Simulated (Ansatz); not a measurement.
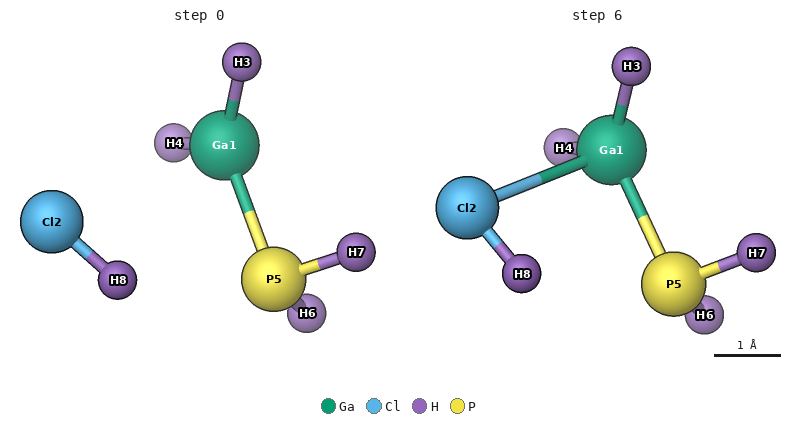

The structure of GaPH5Cl before (left) and after (right) a relaxation, at one scale.

The picture is a ball-and-stick view, seen at a tilt.

The run prepares an end point of a later path (reaction) calculation, from a guessed geometry.

Level of theory: RKS PBE0-D4/def2-SVP (Ansatz). (no spin polarisation; force threshold 0.03 eV/Å; at most 50 steps)

> Describe what moved and what it gained.

After 6 geometry steps the energy has fallen by 2.58 kcal/mol. The largest force component goes from 1.1 to 0.0073 eV/Å. The largest move after the best rigid fit is that of Cl2, 0.44 Å. Largest moves by element: Cl 0.44 Å, Ga 0.22 Å, H 0.18 Å, P 0.09 Å. Among the contacts that change: Ga1–Cl2 3.435 → 2.789 Å, Ga1–P5 2.300 → 2.347 Å, Cl2–H8 1.336 → 1.306 Å.

Limits of the set-up: the start holds two separate molecules, 2.6 Å apart at their closest, whose relative position is a soft coordinate.
